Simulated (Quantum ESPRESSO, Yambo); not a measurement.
# A GW chain in Yambo: ZrSe3 (P2_1/m), part 3 of 3

Wanted: ground state, empty states, screening and self-energy for ZrSe3 (P2_1/m).

Quantum ESPRESSO 7.5 and Yambo 5.3.0; PBEsol and many-body steps on it, plane waves. Known limits of the many-body steps: not at the basis limit; no spin-orbit coupling; coarse k mesh.

So far. Step 3 (Bands along the symmetry lines): The gap is 0.315 eV, −0.007 eV from the run before at this level. Step 4 (Empty states on the mesh, 2×4×2 mesh, 236 bands): On this mesh the gap is 0.330 eV.

### 5. Conversion and set-up

This step: Yambo 5.3.0; conversion and set-up on PBEsol, plane waves, norm-conserving pseudopotentials.

The states are converted to the many-body program's format and the q mesh is built.

On the command line:

```
$ (cd o/x.save; p2y > p2y.log; mv SAVE ../..); yambo > setup.log
```

Log:

```text
 Yambo, version 5.3.0

 [02] CORE Variables Setup
 =========================

  [02.01] Unit cells
  ==================

  Cell kind             :  Unknown
  Atoms in the cell     :  Zr  Se
  number of Zr atoms    :  2
  number of Se atoms    :   6

  List of atomic masses
  Mass of Zr    :  91.22400
  Mass of Se    :  78.97100

  List of atomic coordinates    : [cc]
  Zr1       :   1.39009   1.77105  11.60773  order 1
  Zr2       :  6.511756  5.313154  6.086979  order 2
  Se1       :  6.504450  1.771051  9.802867  order 3
  Se2       :  1.397400  5.313154  7.891839  order 4
  Se3       :  4.258406  1.771051  3.078879  order 5
  Se4       :   3.64344   5.31315  14.61583  order 6
  Se5       :  8.687273  1.771051  2.990405  order 7
  Se6       :  -0.78542   5.31315  14.70430  order 8

  Alat factors          :  10.22512   7.08421  17.69471 [a.u.]
  Direct lattice volume :   1281.75    [a.u.]
  Direct lattice vectors:  A[ 1 ]  A[ 2 ]  A[ 3 ]
   A[ 1 ]:  1.000000 -0.000000  0.000000  [iru]
   10.22512  -0.00000   0.00000  [cc]
   A[ 2 ]: -0.000000  1.000000  0.000000  [iru]
  -0.000000  7.084205  0.000000  [cc]
   A[ 3 ]: -0.227212  0.000000  1.000000  [iru]
   -2.32327   0.00000  17.69471  [cc]

  Recip. lattice volume :  0.193525 [a.u.]
  Recip. lattice vectors:  B[ 1 ]  B[ 2 ]  B[ 3 ]
   B[ 1 ]:  1.000000  0.000000  0.227212  [iku]
   0.614485  0.000000  0.080680  [cc]
   B[ 2 ]:  0.000000  1.000000  0.000000  [iku]
   0.000000  0.886929  0.000000  [cc]
   B[ 3 ]:  0.000000  0.000000  1.000000  [iku]
  -0.000000 -0.000000  0.355088  [cc]

  [02.02] Symmetries
  ==================

  Inversion symmetry    : yes
  Spatial inversion     : yes
  Inversion index       :  2
  K-space Time-reversal : no
  Magnetic symmetries   : no
  Group table correct   : yes
  Symmetries units      :  [cc]

   [S 1]:   1.0000       0.0000       0.0000       0.0000       1.0000       0.0000      0.17293E-16   0.0000       1.0000
   [S 2]:  -1.0000       0.0000       0.0000       0.0000      -1.0000       0.0000     -0.17293E-16   0.0000      -1.0000

  [02.03] Reciprocal space
  ========================

  nG shells         :   45504
  nG charge         :  183623
  nG WFs            :  26941
  nC WFs            :  23008
  G-vecs. in first 80 shells:  [ Number ]
    1   3   5   7   9  11  13  15  19
    21   23   27   31   35   37   41   43   45
    49   51   53   57   59   63   65   69   71
[...]
217  221  225  229  231  235  239  243
  ...
  Shell energy in first 80 shells:  [ mHa ]
[...]
1900.81      1911.39      1941.04      1960.21      1969.42      2006.09      2018.23      2038.01      2057.81
    2074.81      2098.88      2121.78      2140.68      2152.52      2202.06      2246.79      2269.58      2270.77
    2289.74      2304.71      2341.49      2347.23      2393.38      2399.42      2418.68      2431.34
  ...

  [02.04] K-grid lattice
[...]
K [10]         [rlu]: -0.500000  0.250000 -0.500000
[...]
K [11]         [rlu]: -0.50000     -0.50000      0.34549E-16
         WF components:  22920
  K [12]         [rlu]: -0.500000 -0.500000 -0.500000
         WF components:  22920

  [02.05] Energies & Occupations
  ==============================

  [X] === General ===
  [X] Electronic Temperature                        :  0.000000  0.000000 [eV K]
  [X] Bosonic    Temperature                        :  0.000000  0.000000 [eV K]
  [X] Finite Temperature mode                       : no
  [X] El. density                                   :  0.88451E+24 [cm-3]
  [X] Fermi Level                                   :  10.50703 [eV]

  [X] === Gaps and Widths ===
  [X] Conduction Band Min                           :  0.329665 [eV]
  [X] Valence Band Max                              :  0.000000 [eV]
  [X] Filled Bands                                  :   84
  [X] Empty Bands                                   :   85  236
  [X] Direct Gap                                    :  0.602750 [eV]
  [X] Direct Gap localized at k                     :  2
  [X] Indirect Gap                                  :  0.329665 [eV]
  [X] Indirect Gap between kpts                     :   1   7
  [X] Last valence band width                       :  1.419693 [eV]
  [X] 1st conduction band width                     :  2.112716 [eV]

  E @ K [ 1]:  [eV]
  -207.6635 -207.6635 -207.6489 -207.6489 -206.8667 -206.8667 -147.4989 -147.4989
[...]
[... 9 further rows ...]
[...]
occ @ K [ 1]
[...]
[... 9 further rows ...]
[...]
E @ K [ 2]:  [eV]
[...]
[... 9 further rows ...]
[...]
occ @ K [ 2]
[...]
E @ K [ 3]:  [eV]
[...]
occ @ K [ 3]
[...]
E @ K [ 8]:  [eV]
[...]
occ @ K [ 8]
[...]
E @ K [ 9]:  [eV]
[...]
occ @ K [ 9]
[...]
E @ K [10]:  [eV]
[...]
occ @ K [10]
[...]
E @ K [11]:  [eV]
[...]
occ @ K [11]
[...]
E @ K [12]:  [eV]
[...]
[... 9 further rows ...]
[...]
occ @ K [12]
[...]
[... 9 further rows ...]
   0.000000  0.000000  0.000000  0.000000  0.000000  0.000000  0.000000  0.000000
   0.000000  0.000000  0.000000  0.000000  0.000000  0.000000  0.000000  0.000000

 [03] Transferred momenta grid and indexing
 ==========================================

 IBZ Q-points                                      :  12
 BZ  Q-points                                      :  16

 K/Q-points units:
 rlu = crystal or reduced units; cc = cartesian coordinates; iku = interal k-units

 Q [ 1]         [rlu]:  0.000000  0.000000  0.000000
 Q [ 2]         [rlu]: -0.49964E-17   0.0000     -0.50000
 Q [ 3]         [rlu]:  0.000000  0.250000  0.000000
[...]
Q [ 8]         [rlu]:  0.500000  0.000000 -0.500000
 Q [ 9]         [rlu]: -0.50000      0.25000      0.59754E-16
 Q [10]         [rlu]:  0.500000  0.250000 -0.500000
 Q [11]         [rlu]: -0.50000     -0.50000      0.59754E-16
 Q [12]         [rlu]:  0.500000  0.500000 -0.500000

  [03.01] X indexes
  =================

   [03.01.01] Sigma indexes
   ========================

 [06] Game Over & Game summary
```

Run time: 5.9 s. Hardware: 1 MPI rank of Intel Xeon 6975P-C (Granite Rapids), shared host; peak memory 0.28 GiB.

### 6. Screening and self-energy, 2×4×2 mesh, 236 bands, screening to 95.2 eV

Now the one-shot GW correction: screening in the RPA, then the self-energy of the levels asked for.

This step: G0W0 on PBEsol, plane waves, norm-conserving pseudopotentials.

The input, gw1.in:

```
HF_and_locXC
gw0
dyson
ppa
em1d
rim_cut
RandQpts= 1000000
RandGvec= 1 RL
EXXRLvcs= 104 Ry
VXCRLvcs= 416 Ry
Chimod= "HARTREE"
% BndsRnXp
 1 | 236 |
%
NGsBlkXp= 7 Ry
% LongDrXp
 1 | 1 | 1 |
%
% GbndRnge
 1 | 236 |
%
DysSolver= "n"
ExtendOut
PPAPntXp= 27.21138 eV
% QPkrange
 1 | 1 | 83 | 86 |
 7 | 7 | 83 | 86 |
 2 | 2 | 83 | 86 |
%
```

On the command line:

```
$ OMP_NUM_THREADS=2 mpirun -n 4 yambo -F gw1.in -J gw1 -C gw1 > gw1.log
```

Log:

```text
 Yambo, version 5.3.0

 [02] CORE Variables Setup
 =========================

  [... cell, symmetries and grids as in the set-up ...]

  [02.05] Energies & Occupations
  ==============================

  [X] === General ===
  [X] Electronic Temperature                        :  0.000000  0.000000 [eV K]
  [X] Bosonic    Temperature                        :  0.000000  0.000000 [eV K]
  [X] Finite Temperature mode                       : no
  [X] El. density                                   :  0.88451E+24 [cm-3]
  [X] Fermi Level                                   :  10.50703 [eV]

  [X] === Gaps and Widths ===
  [X] Conduction Band Min                           :  0.329665 [eV]
  [X] Valence Band Max                              :  0.000000 [eV]
  [X] Filled Bands                                  :   84
  [X] Empty Bands                                   :   85  236
  [X] Direct Gap                                    :  0.602750 [eV]
  [X] Direct Gap localized at k                     :  2
  [X] Indirect Gap                                  :  0.329665 [eV]
  [X] Indirect Gap between kpts                     :   1   7
  [X] Last valence band width                       :  1.419693 [eV]
  [X] 1st conduction band width                     :  2.112716 [eV]

 [03] Transferred momenta grid and indexing
 ==========================================

 IBZ Q-points                                      :  12
 BZ  Q-points                                      :  16

 K/Q-points units:
 rlu = crystal or reduced units; cc = cartesian coordinates; iku = interal k-units

 Q [ 1]         [rlu]:  0.000000  0.000000  0.000000
 Q [ 2]         [rlu]: -0.49964E-17   0.0000     -0.50000
 Q [ 3]         [rlu]:  0.000000  0.250000  0.000000
 Q [ 4]         [rlu]: -0.49964E-17  0.25000     -0.50000
 Q [ 5]         [rlu]:  0.000000 -0.500000  0.000000
 Q [ 6]         [rlu]: -0.49964E-17 -0.50000     -0.50000
 Q [ 7]         [rlu]: -0.50000       0.0000      0.59754E-16
 Q [ 8]         [rlu]:  0.500000  0.000000 -0.500000
 Q [ 9]         [rlu]: -0.50000      0.25000      0.59754E-16
 Q [10]         [rlu]:  0.500000  0.250000 -0.500000
 Q [11]         [rlu]: -0.50000     -0.50000      0.59754E-16
 Q [12]         [rlu]:  0.500000  0.500000 -0.500000

 [04] Coloumb potential Random Integration (RIM)
 ===============================================

  [04.01] RIM initialization
  ==========================

  * Diagonal components only detected *

  8 x (sBL volume)        :  0.096762 [a.u.]
  sBZ random points       :  1000000
  Points outside the sBZ  :   7993225
  RL volume               :  0.193525 [a.u.]
  Integrated volume       :  0.193689 [a.u.]

  [04.02] RIM integrals
  =====================

  Gamma point sphere radius             :  0.083276 [a.u.]
  Points outside the sphere             :   799794
  [Int_sBZ(q=0) 1/q^2]*(Vol_sBZ)^(-1/3) =:  7.483392
                                 should be <:  7.795600

  Summary of Coulomb integrals for non-metallic bands |Q|[au] RIM/Bare

  Q [1] 0.100000E-4 0.959951 * Q [2] 0.177544 0.867115
  Q [3] 0.221732 1.005740 * Q [4] 0.284055 0.994780
  Q [7] 0.309880 1.179383 * Q [8] 0.336486 1.132517
  Q [9] 0.381039 1.091490 * Q [10] 0.402974 1.072616
  Q [5] 0.443464 1.007706 * Q [6] 0.477685 1.004426
  Q [11] 0.541005 1.025187 * Q [12] 0.556672 1.022218

 [05] Dipoles
 ============

  [05.01] Setup: observables and procedures
  =========================================

  [WARNING] [x,Vnl] slows the Dipoles computation. To neglect it rename the ns.kb_pp file

 [06] Dynamic Dielectric Matrix (PPA)
 ====================================

 [WR./gw1//ndb.pp]---------------------------------------------------------------
  Brillouin Zone Q/K grids (IBZ/BZ)                :  12  16  12  16
  RL vectors                                       :  26941 [WF]
  Coulomb cutoff potential                         : none
  Electronic Temperature                           :  0.000000 [K]
  Bosonic    Temperature                           :  0.000000 [K]
  PPA    diel. fun.  energies                      : Perdew, Burke & Ernzerhof SOL(X)+Perdew, Burke & Ernzerhof SOL(C)
  wavefunctions                                    : Perdew, Burke & Ernzerhof SOL(X)+Perdew, Burke & Ernzerhof SOL(C)
  Global Gauge                                     : length
  X matrix size                                    :   407
  X band range                                     :    1  236
  X e/h energy range                               : -1.000000 -1.000000 [eV]
  X Time ordering                                  : R
  X Hxc Kernel                                     : HARTREE
  X Drude frequency                                :  0.000000  0.000000
  X poles                                          :  100.0000 [o/o]
  RL vectors in the sum                            :  26941
  [r,Vnl] included                                 : yes
  Field direction                                  :  0.577350E-5  0.577350E-5  0.577350E-5
  BZ energy Double Grid                            : no
  BZ energy DbGd points                            : 0
  BZ Q point size factor                           : -1.000000
  X Optical Averaged directions                    : none

 [07] Local Exchange-Correlation + Non-Local Fock
 ================================================

 [VXC] Plane waves :  183623
 [EXS] Plane waves :  22961

 QP @ state[ 1 ] K range:  1  2
 QP @ state[ 1 ] b range:   83   86
 QP @ state[ 2 ] K range:   7   7
 QP @ state[ 2 ] b range:   83   86

 [xc] Functional : Perdew, Burke & Ernzerhof SOL(X)+Perdew, Burke & Ernzerhof SOL(C)
 [xc] LIBXC used to calculate xc functional
  PP Number of Atomic Species                      :  2
  NLCC RL compoments                               :  183623
  PP Number of Atomic Species                      :  2
  NLCC RL compoments                               :  183623

 [xc] E_xc :  -161.5634 [Ha]
      E_xc :  -323.1267 [Ry]

  Local XC kind (lXC) : Perdew, Burke & Ernzerhof SOL(X)+Perdew, Burke & Ernzerhof SOL(C)
  Non-Local XC kind (nlXC) : Hartree-Fock

  Corrections @ K [1] :  [eV]
 <83|nlXC|83> = -16.22828  0.50668E-17 <83|lXC|83> = -14.78736  0.000000
 <84|nlXC|84> = -16.81205  0.10648E-17 <84|lXC|84> = -15.01476  0.000000
 <85|nlXC|85> = -8.422549  0.81874E-18 <85|lXC|85> = -13.06779  0.000000
 <86|nlXC|86> = -8.253616 -0.27560E-17 <86|lXC|86> = -13.52814  0.37763E-15

  Corrections @ K [2] :  [eV]
 <83|nlXC|83> = -16.21485 -0.68380E-17 <83|lXC|83> = -14.73763  0.000000
 <84|nlXC|84> = -16.67197  0.77093E-17 <84|lXC|84> = -14.88698  0.000000
 <85|nlXC|85> = -8.017488 -0.18280E-18 <85|lXC|85> = -12.87628  0.000000
 <86|nlXC|86> = -8.460755 -0.13816E-17 <86|lXC|86> = -13.65809 -0.37763E-15

  Corrections @ K [7] :  [eV]
 <83|nlXC|83> = -16.57133  0.79779E-17 <83|lXC|83> = -14.71749  0.000000
 <84|nlXC|84> = -16.54711 -0.50450E-17 <84|lXC|84> = -14.77532 -0.94408E-16
 <85|nlXC|85> = -10.16626  0.33676E-17 <85|lXC|85> = -13.76974  0.23602E-16
 <86|nlXC|86> = -10.16981 -0.35072E-17 <86|lXC|86> = -14.04645 -0.47204E-16

 [08] Dyson equation: Newton solver
 ==================================

  [08.01] G0W0 (W PPA)
  ====================

  [  GW  ] Bands range     :    1  236
  [GW/PPA] G damping       :  0.100000 [eV]

  QP @ state[ 1 ] K range:  1  2
  QP @ state[ 1 ] b range:   83   86
  QP @ state[ 2 ] K range:   7   7
  QP @ state[ 2 ] b range:   83   86

   Sc/G bands                                       :    1  236
   Sc/G damping                                     :  0.100000 ev
   Sc bands terminator                              : no
   Sx RL components                                 :  22961

   QP @ state[ 1 ] K range                          :  1  2
   QP @ state[ 1 ] b range                          :   83   86
   QP @ state[ 2 ] K range                          :   7   7
   QP @ state[ 2 ] b range                          :   83   86
   GF energies kind                                 : Perdew, Burke & Ernzerhof SOL(X)+Perdew, Burke & Ernzerhof SOL(C)
   GF WF`s kind                                     : Perdew, Burke & Ernzerhof SOL(X)+Perdew, Burke & Ernzerhof SOL(C)
   Xs energies kind                                 : Perdew, Burke & Ernzerhof SOL(X)+Perdew, Burke & Ernzerhof SOL(C)
   Xs WF`s kind                                     : Perdew, Burke & Ernzerhof SOL(X)+Perdew, Burke & Ernzerhof SOL(C)

 [11] Game Over & Game summary
```

The job ended after 14 min (4 MPI ranks; peak memory 14 GiB; 81 min of CPU time).

Numbers from this step:

```
G0W0 gap on the points computed              : 0.9189 eV
starting gap on the mesh                     : 0.3297 eV
k of the valence top                         : 0, 0, 0
k of the conduction bottom                   : -0.5, 0, 0
least direct G0W0 gap on the computed points : 1.221 eV
Z at the valence top                         : 0.7942
Z at the conduction bottom                   : 0.7928
```

The gap on the mesh goes from 0.33 eV to 0.92 eV, a correction of +0.59 eV.

Limits: finite bands, cutoff and mesh; no spin-orbit coupling; coarse k mesh. v1 is the top filled band, c1 the lowest empty one. The levels before and after the correction (eV, zero at the valence-band top of each column):

```
           conduction bottom  valence top
Kohn-Sham               0.33         0.00
     G0W0               0.92         0.00
```

```
                   level  energy (eV)
Kohn-Sham           Γ v2       -0.110
Kohn-Sham           Γ v1        0.000
Kohn-Sham           Γ c1        0.661
Kohn-Sham           Γ c2        1.044
Kohn-Sham  (-0.5 0 0) v2       -0.372
Kohn-Sham  (-0.5 0 0) v1       -0.300
Kohn-Sham  (-0.5 0 0) c1        0.330
Kohn-Sham  (-0.5 0 0) c2        0.670
     G0W0           Γ v2       -0.082
     G0W0           Γ v1        0.000
     G0W0           Γ c1        1.253
     G0W0           Γ c2        1.755
     G0W0  (-0.5 0 0) v2       -0.438
     G0W0  (-0.5 0 0) v1       -0.354
     G0W0  (-0.5 0 0) c1        0.919
     G0W0  (-0.5 0 0) c2        1.338
```

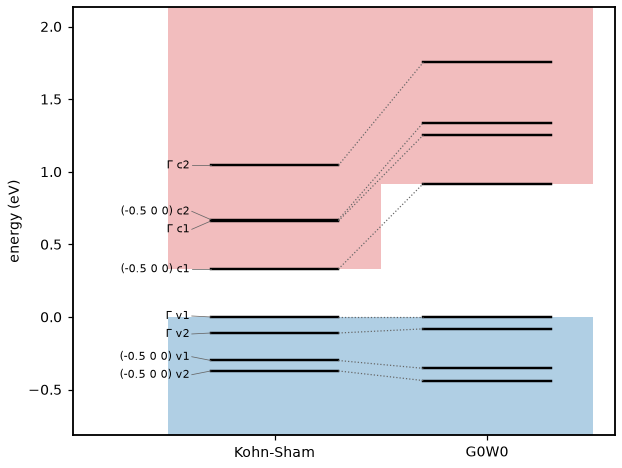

Levels before and after the correction. Shaded: valence and conduction bands.

### 7. Where the time went

Times are wall times on the hardware named with each run, good to a factor of about two.

```
                          step     time  share  memory (GiB)
                  ground state  2.9 min   15 %           3.6
bands along the symmetry lines     90 s    8 %           2.6
      empty states on the mesh     69 s    6 %           2.5
         conversion and set-up    5.9 s    0 %          0.28
     screening and self-energy   14 min   71 %            14
```

### 8. Summary of results

* PBEsol gap: 0.31 eV, indirect
* G0W0 gap on the mesh: 0.92 eV
* GW settings: 2×4×2 mesh, 236 bands, screening to 95.2 eV, Godby-Needs plasmon pole
* known limits: not at the basis limit; no spin-orbit coupling; coarse k mesh

What this shows: G0W0 moves the gap on the mesh from 0.33 eV to 0.92 eV (+0.59 eV), with Z of 0.79 and 0.79 at the edges. Only 3 of the mesh's irreducible points were corrected, so a valley elsewhere could overtake. The dearest step here is «screening and self-energy». Bands and cutoff are finite, so the gap is not at the basis limit. The miss can reach some tenths of an eV and take either sign; the mesh is an error of its own. In the G0W0 run levels were corrected at 3 k points alone, so a gap called «on the mesh» is the least over those, and an edge elsewhere would be missed. The 2×4×2 mesh is coarse for this cell, which bears on the long-range parts of exchange and screening. The many-body steps are scalar-relativistic: spin-orbit coupling is not in them.

[Paths, hosts, dates, memory and timing lines, banners, echoed tables and standing remarks are left out of the program output.]

[Logs are printed without paths, hosts, clocks, repeated set-up lines and the standing remarks that a program may print on its own settings, such as how far it seeks lower states.]

[Runs of the session that timed out or met a known fault of the program may be left out.]

[Hosts, paths, dates, database ids (printed as entryN), source tags and the programs' standing remarks are cut or masked in the printed files.]
